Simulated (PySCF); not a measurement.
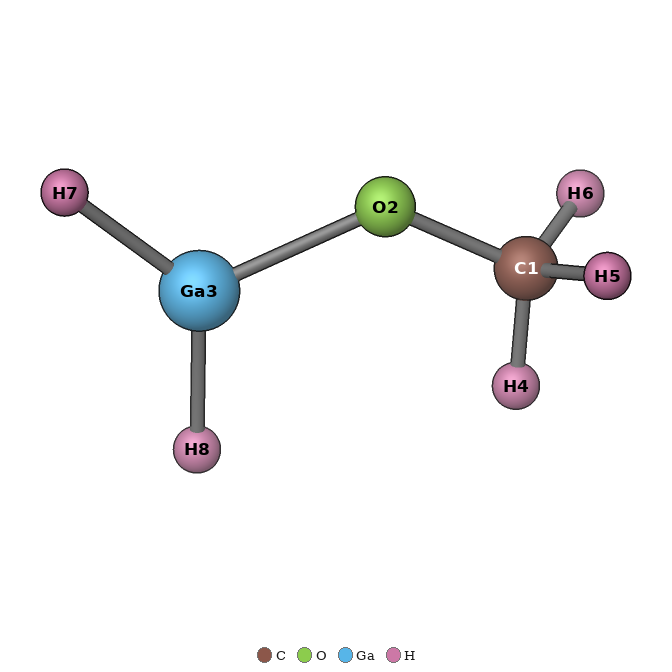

The geometry was computed by an optimisation with PBE0-D3(BJ)/def2-SVP. No frequency run is at hand to confirm it as a minimum. Method: B3LYP/pcJ-1 (pcSseg-1 on Ga) indirect spin-spin coupling, non-relativistic, gas phase (PySCF 2.14.0). Isotopes: 13C, 1H, 17O.

Give the spin–spin coupling constants of these pairs, with the number of bonds between them: C1/O2, C1/H6, C1/H5, O2/H7, O2/H4, H5/H6, C1/H8.

```
  pair  bonds apart  J (Hz)
C1, O2            1    20.6
C1, H6            1   147.1
C1, H5            1   148.1
O2, H7            2   −23.1
O2, H4            2    −2.1
H5, H6            2   −11.9
C1, H8            3     1.5
```
